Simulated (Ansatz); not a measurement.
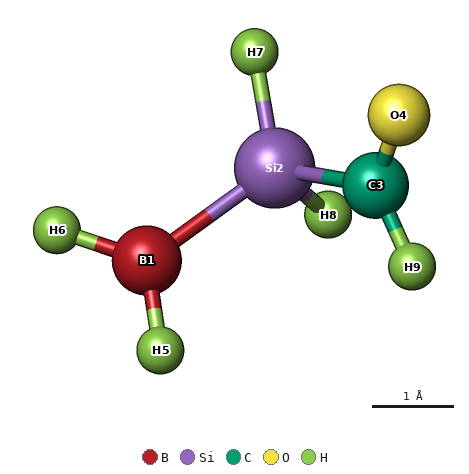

Figure 1. The structure as given in the input (ball-and-stick view, seen at a tilt; atoms are numbered from 1 in the order of the input).

# Single-point calculation, with input and output: CH$_{5}$BOSi

System: CH$_{5}$BOSi, SMILES B[SiH2]C=O.
Method: RKS r2SCAN0-D4/def2-TZVPP (Ansatz 0.2.0).

The geometry comes from this level: PBE0-D4/def2-TZVP.

The input:
```yaml
crystal:
  periodic: [false, false, false]
  atoms:
    - {symbol: B, position_ang: [-0.950116, 0.849962, -1.073142]}
    - {symbol: Si, position_ang: [0.610784, -0.206031, -0.386539]}
    - {symbol: C, position_ang: [0.330634, -0.553651, 1.494472]}
    - {symbol: O, position_ang: [1.022800, -0.098396, 2.365799]}
    - {symbol: H, position_ang: [-2.057631, 0.518183, -0.766995]}
    - {symbol: H, position_ang: [-0.828791, 1.799433, -1.786879]}
    - {symbol: H, position_ang: [1.958063, 0.387565, -0.570734]}
    - {symbol: H, position_ang: [0.541989, -1.540923, -1.055879]}
    - {symbol: H, position_ang: [-0.539232, -1.202441, 1.762897]}
basis:
  gaussian: {orbitals: def2-TZVPP}
hamiltonian: {xc: {name: r2SCAN0}, dispersion: d4}
output: {orbitals: {seedname: orbitals}}
```

The program's output:
```
Functional definition: r2SCAN0
  name "r2SCAN0"
  cite "Bursch, Neugebauer, Ehlert & Grimme, J. Chem. Phys. 156, 134105 (2022) doi:10.1063/5.0086040"
  cite "Furness, Kaplan, Ning, Perdew & Sun, J. Phys. Chem. Lett. 11, 8208 (2020) doi:10.1021/acs.jpclett.0c02405"
  cite "Furness, Kaplan, Ning, Perdew & Sun, J. Phys. Chem. Lett. 11, 9248 (2020) doi:10.1021/acs.jpclett.0c03077"
  parent r2scan
  parameter a = 0.25
  parameter k0 = 0.174
  parameter k1 = 0.065
  parameter a1 = 4.9479
  exchange = (1 - a)*r2scan_x(k0 = k0, k1 = k1, a1 = a1) + a*exact_x
  correlation = r2scan_c
1086 factors; their error is unknown
mean field evaluation 1: about -11712.4796 eV, gradient 4.0e1 eV
mean field evaluation 2: about -11706.7108 eV, gradient 6.8e1 eV
mean field evaluation 4: about -11715.4850 eV, gradient 2.9e0 eV
mean field evaluation 8: about -11715.5063 eV, gradient 5.0e-2 eV
mean field evaluation 16: about -11715.5227 eV, gradient 4.5e-5 eV
mean field -11715.52273522 eV, -430.5375194530 hartree, gradient 4.5e-5 eV, S^2 0.000000; 0 other end points of the search recorded, 0 dependent functions left out
reference -11715.52274612 eV, -430.5375198534 hartree; 19, 19 occupied and 186, 186 virtual orbitals, 1086 factors
Total energy: -11715.56696589 eV, -430.5391448999 hartree
```

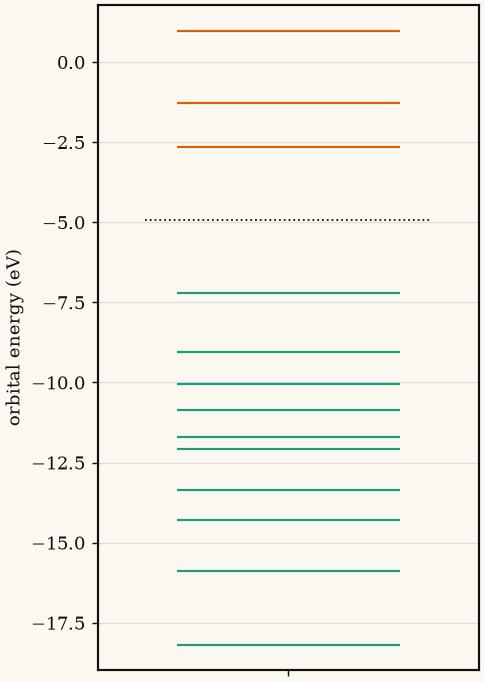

Figure 2. Orbital energies near the frontier; the dotted line parts filled from empty levels, and levels within 0.02 eV of each other stand side by side. Highest filled −7.21 eV, lowest empty −2.66 eV, 4.55 eV apart.

Summary:

```tsv
quantity	value
outcome	converged
total energy	−11715.5670 eV
mean-field energy	−11715.5227 eV
dispersion energy	−0.0442 eV
SCF solution under orbital rotations	stable
HOMO	−7.21 eV
LUMO	−2.66 eV
hardware	4 CPU threads, shared host
wall time	4.7 s (CPU time 17 s)
peak memory	0.4 GiB
```
